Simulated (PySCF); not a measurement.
Lu³⁺: atomic calculation

System: Lu³⁺, configuration 1s2 2s2 2p6 3s2 3p6 3d10 4s2 4p6 4d10 4f14 5s2 5p6, multiplicity 1.
Method: unrestricted PBE0, cc-pVDZ-X2C, spin-free X2C-1e, Gaussian nucleus (PySCF).

### Key numbers

| quantity | value |
| --- | --- |
| outcome | converged |
| total energy | −14561.5735 hartree |
| SCF iterations | 6 |
| hardware | 1 CPU thread, shared host |
| CPU time | 3.1 s (integrals apart) |

### Input file
```python
from pyscf import gto, scf, dft, mp, cc
import basis_set_exchange as bse
mol = gto.M(atom="Lu 0 0 0", charge=3, spin=0, symmetry="D2h",
            basis=gto.basis.parse(bse.get_basis("cc-pVDZ-X2C", elements=["Lu"], fmt="nwchem")),
            nucmod="G")
mf = dft.UKS(mol, xc="PBE0").sfx2c1e()
mf.irrep_nelec = {'Ag': (9, 9), 'B1g': (2, 2), 'B2g': (2, 2), 'B3g': (2, 2), 'Au': (1, 1), 'B1u': (6, 6), 'B2u': (6, 6), 'B3u': (6, 6)}
mf.kernel()
```

The script is an equivalent of what the driver set up; the driver started from orbitals of its own, so the log can be shorter than this script's would be, and it computed the properties (radii, ⟨L²⟩, response) afterwards. It held the occupations shell by shell, which the script's counts by irreducible representation don't always enforce.

### Output (extracts)
```
damping factor = 0
level_shift factor = 0
DIIS = <class 'pyscf.scf.diis.CDIIS'>
diis_start_cycle = 1
diis_space = 10
diis_damp = 0
SCF conv_tol = 1e-09
SCF conv_tol_grad = None
number electrons alpha = 34  beta = 34
XC functionals = PBE0
    C. Adamo and V. Barone.,  J. Chem. Phys. 110, 6158 (1999)
    M. Ernzerhof and G. E. Scuseria.,  J. Chem. Phys. 110, 5029 (1999)
cycle= 1 E= -14561.5626732881  delta_E= -0.00216  |g|= 0.369  |ddm|= 0.195
cycle= 2 E= -14561.536216162  delta_E= 0.0265  |g|= 0.67  |ddm|= 0.298
cycle= 3 E= -14561.5735293831  delta_E= -0.0373  |g|= 0.00851  |ddm|= 0.192
cycle= 4 E= -14561.5735354291  delta_E= -6.05e-06  |g|= 6.65e-05  |ddm|= 0.0031
cycle= 5 E= -14561.5735354305  delta_E= -1.39e-09  |g|= 3.59e-06  |ddm|= 6.01e-05
cycle= 6 E= -14561.5735354305  delta_E= -7.28e-12  |g|= 2.58e-07  |ddm|= 4.76e-06
converged SCF energy = -14561.5735354305  <S^2> = 1.4210855e-14  2S+1 = 1
```

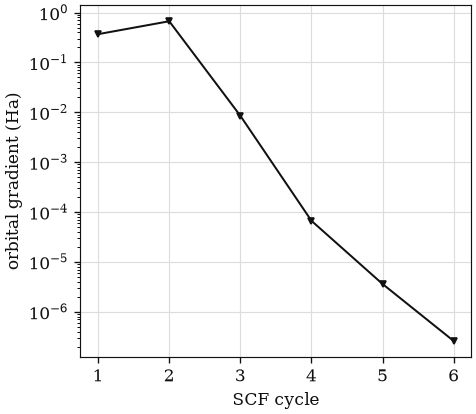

Figure 1. Convergence: orbital gradient against the SCF cycle. The residual falls almost steadily, with no more than small rises or pauses. It goes from 0.37 to 2.6×10⁻⁷ in 6 steps.

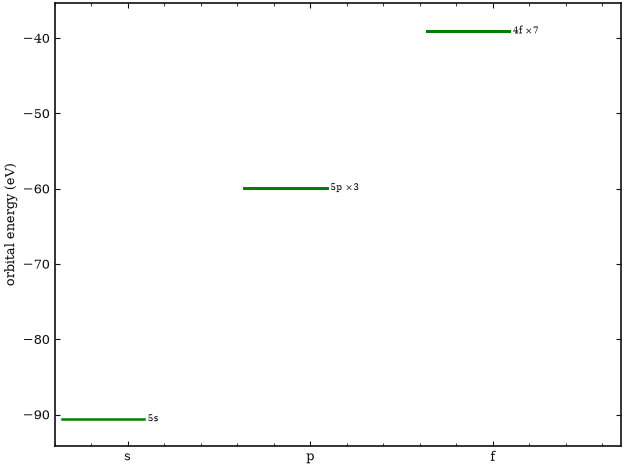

Figure 2. Orbital energies of the mean field, from the top down to −90.6 eV, by angular momentum; ×n counts the orbitals under one label. The highest filled orbital is 4f at −39.0 eV, the lowest empty one d at −23.5 eV.
